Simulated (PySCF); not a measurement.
Molecule: SMILES [Al]([SH])([CH3])[SH]. Atoms near the plane z = 0.0 Å, at the B3LYP/def2-SVP optimised geometry (x, y, z in Å): Al1 (-0.2, 0.1, 0.0), C2 (-1.1, 1.8, 0.0), H3 (-1.2, 2.2, -1.0), H4 (-0.6, 2.6, 0.6), H5 (-2.2, 1.7, 0.4), S6 (2.0, 0.1, 0.0), H7 (2.2, -1.2, 0.0), S8 (-1.4, -1.8, 0.0), H9 (-0.3, -2.6, -0.1).

Method: B3LYP/def2-TZVP (PySCF). Cells within 0.4 Å of a nucleus heavier than hydrogen are left out (blank, or x). The values are rescaled to run from 0 to 1.

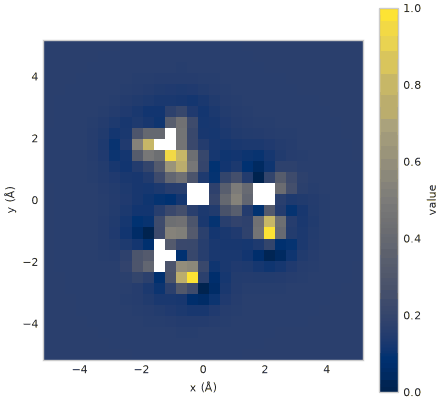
a field on the plane z = 0.0 Å.

Question: Which quantity is mapped?
A) deformation density (molecule minus spherical neutral atoms)
B) log10 of the electron density
C) electrostatic potential
D) electron localisation function

Answer: A, deformation density (molecule minus spherical neutral atoms). In full: deformation density (molecule minus spherical neutral atoms) (e/bohr³).
